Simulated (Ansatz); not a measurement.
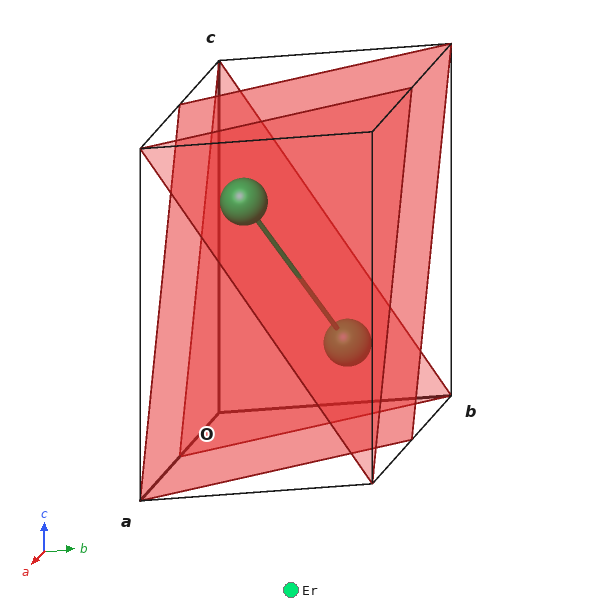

Crystal: Er, the input geometry of an electronic-structure calculation (not necessarily at equilibrium). Every member of one family of equally spaced planes, hx + ky + lz = a whole number, that cuts the unit cell is shaded (one member passes through the origin O, touching the cell only at an edge or corner). The drawing is computed from the coordinates (standard cell, symmetry found to 0.002 Å).

a = 3.402 Å, b = 3.402 Å, c = 5.526 Å, α = 90.00°, β = 90.00°, γ = 120.00°.

> What are the Miller indices?

(2 1 1), in four indices (2 1 −3 1); the opposite sign names the same planes. The member next to the origin meets the axes a at 1/2, b at 1, c at 1.

> What is the spacing?

d = 1.092 Å.

> Which atoms of the cell lie in these planes (within 0.03 Å)?

No atom.

> The space group is P6₃/mmc (No. 194). How many reflections hkl are equivalent to this one (itself included), and does it occur?

24 reflections are equivalent in the Laue class 6/mmm. The space group allows the reflection.
